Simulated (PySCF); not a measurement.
# Single-point calculation, with input and output: ZnO (charge −1)

The run: single-point calculation of ZnO, charge −1, multiplicity 2. Method and program: UHF/cc-pvdz-dk, cisd (PySCF 2.14.0).

The run did not end well.

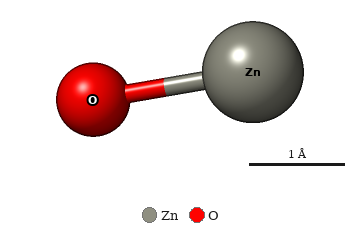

**Figure 1.** The structure as given in the input (ball-and-stick view, seen at a tilt). Sticks mark near contacts. Bond lengths as drawn: O–Zn 1.76 Å.

**Input file**
```python
from pyscf import gto, scf, ci

mol = gto.M(
    atom='Zn 0 0 0; O 0 0 1.758',
    basis='cc-pvdz-dk',
    charge=-1,
    spin=1,
    symmetry=True,
    verbose=3,
)
mf = scf.UHF(mol)
mf = mf.sfx2c1e()
mf = mf.density_fit(auxbasis='def2-universal-jkfit')
mf.max_cycle = 2
mf = mf.newton()
mf.kernel()
ci.CISD(mf).kernel()
mf.dip_moment()
print('orbital energies (hartree):', [e[max(0, n-3):n+3].round(4) for e, n in zip(mf.mo_energy, mol.nelec)])
```

Command:
```bash
OMP_NUM_THREADS=1 python input.py
```

**What the program printed**
```
SCF not converged.
SCF energy = -1869.11388476991 after 2 cycles  <S^2> = 0.80988382  2S+1 = 2.0590132

WARN: DF-UCISD for DFHF method <pyscf.df.df_jk.DFsfX2C1eSymAdaptedUHF object> is not available. Normal UCISD method is called.

E(UCISD) = -1869.80368146447  E_corr = -0.6897966945570313
Dipole moment(X, Y, Z, Debye):  0.00000,  0.00000, -3.18324
orbital energies (hartree): [array([-0.2061, -0.2061, -0.0556,  0.2452,  0.2452,  0.302 ]), array([-0.151 , -0.151 , -0.0689,  0.2473,  0.2575,  0.2575])]
```

**Outcome**

| quantity | value |
| --- | --- |
| outcome | not converged |
| SCF energy | −1869.113885 hartree |
| ⟨S²⟩ | 0.810 |
| hardware | 1 CPU thread, shared host |
| wall time | 6.3 s |

Some settings of this run were drawn to be unusual or wrong. The run did not converge. Its last values are not results. Notes on the run: DF-UCISD for DFHF method.
